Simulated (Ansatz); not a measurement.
## Electronic structure of C2H4Si2 in real space

The calculation's input:

```
crystal:
  periodic: [false, false, false]
  atoms:
    - { symbol: C, position_ang: [-0.65627, 1.36807, -0.77087] }
    - { symbol: Si, position_ang: [0.81749, 0.56095, -0.25799] }
    - { symbol: C, position_ang: [1.09193, -1.05672, 0.60531] }
    - { symbol: Si, position_ang: [-0.10494, -2.1422, 1.14744] }
    - { symbol: H, position_ang: [-0.66049, 2.31725, -1.27801] }
    - { symbol: H, position_ang: [-1.63115, 0.93847, -0.6111] }
    - { symbol: H, position_ang: [2.10874, 1.20201, -0.51546] }
    - { symbol: H, position_ang: [-0.96531, -3.18782, 1.68068] }
magnetization:
  spin_polarized: true
basis:
  gaussian: { orbitals: def2-SVP }
hamiltonian:
  xc: pbe
  dispersion: d4
relax:
  f_tol: 0.02
  max_steps: 50
output:
  orbitals: {}
```

Launched as:

```sh
ansatz run input.yaml --threads 2 --pin off --max-ram 3072MiB --backend cpu --events-out ev --progress --plain --runs-dir out
```

The fields are those of the run's last geometry, not of the input's.

Computed with UKS PBE-D4/def2-SVP in Ansatz.

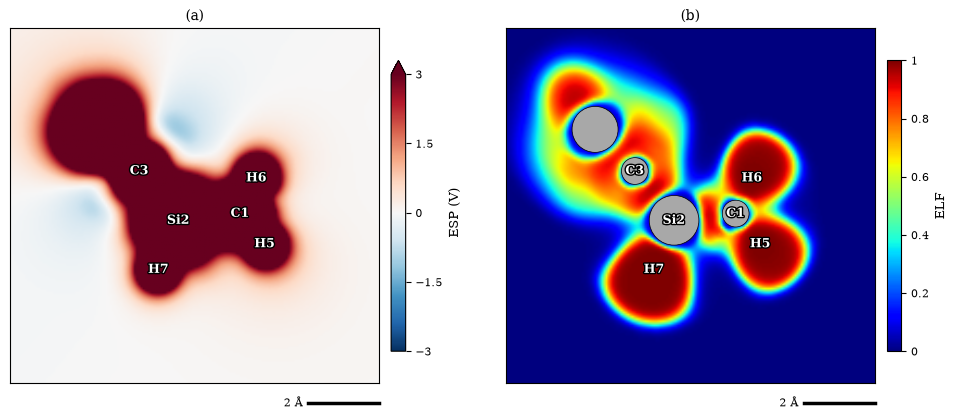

Figure 1. (a) molecular electrostatic potential; (b) ELF on the plane of atoms Si2, C1 and H5. Grey discs cover the atomic cores in the ELF map.

> Read the bonding off the picture.

Atoms in the plane: C, Si and H. C–H (1.10 Å): the ELF climbs to about 1 towards the hydrogen, as it does in any bond to H (an ordinary covalent bond to hydrogen). C–Si (1.75 Å): the ELF peaks at about 0.95 between the atoms; localised, covalent bonding. Si–H (1.50 Å): the ELF climbs to about 1 towards the hydrogen. Outside the dense part of the molecule the potential is most negative (−1.1 V) near C3.

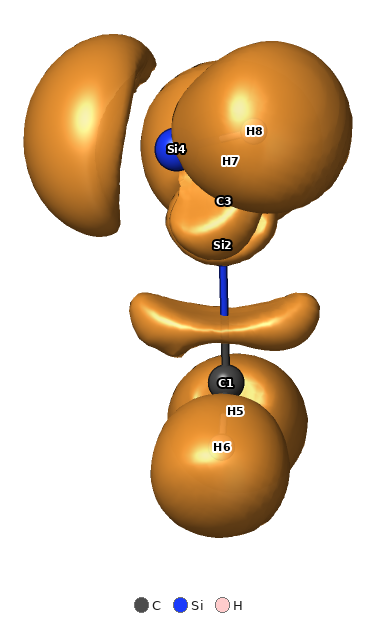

Figure 2. Isosurface of the electron localisation function at 0.85 (orange), seen at an oblique angle. Core shells and regions of very low density are left out.

> Where are the electrons localised?

The surface consists of three regions between bonded C–Si atoms (shared pairs), four regions around hydrogen nuclei and one lobe on Si, pointing away from the bonds (lone pairs). Profiles from the grid: C–Si (1.68 Å): the ELF peaks at about 0.90 between the atoms: a covalent bond.

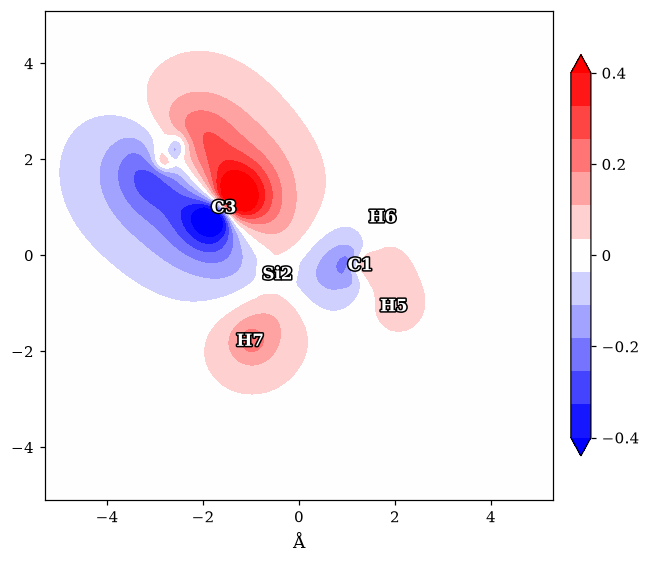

Figure 3. The HOMO−1 on the plane of atoms Si2, C1 and H5 (values in Å⁻³ᐟ²; the overall sign is arbitrary).

> Describe this orbital and give its energy.

Its weight (Hirshfeld) is mainly on C3 (about 45 %) and Si4 (about 35 %); π-bonding across C3–Si4. Its energy is −5.83 eV.

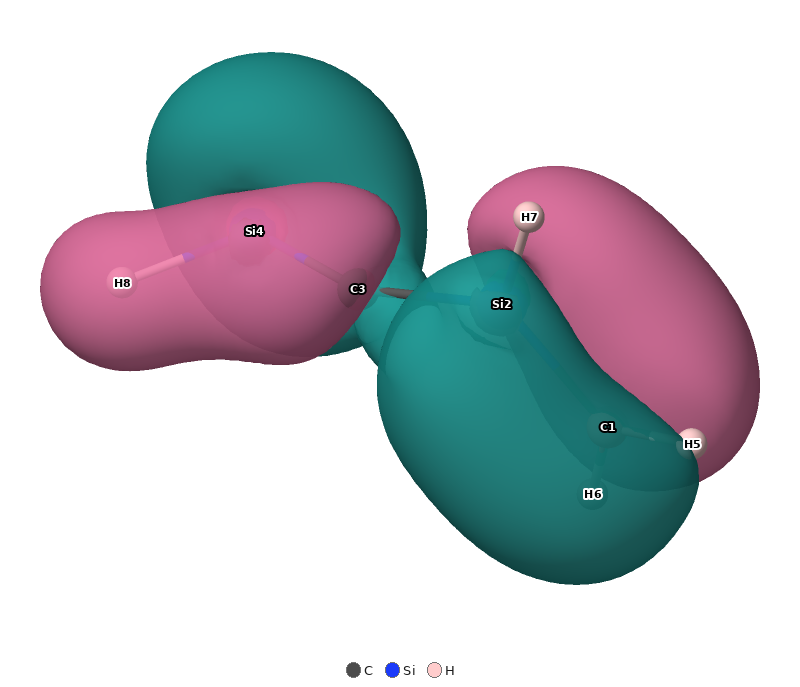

Figure 4. One frontier orbital at ±0.06 Å⁻³ᐟ² (teal and pink are the two phases), seen at an oblique angle.

> Which orbital is it: HOMO or LUMO?

The HOMO, at −5.57 eV. By Hirshfeld shares it lies mainly on C1 (about 35 %), Si4 (about 30 %), Si2 (about 20 %) and C3 (about 10 %).
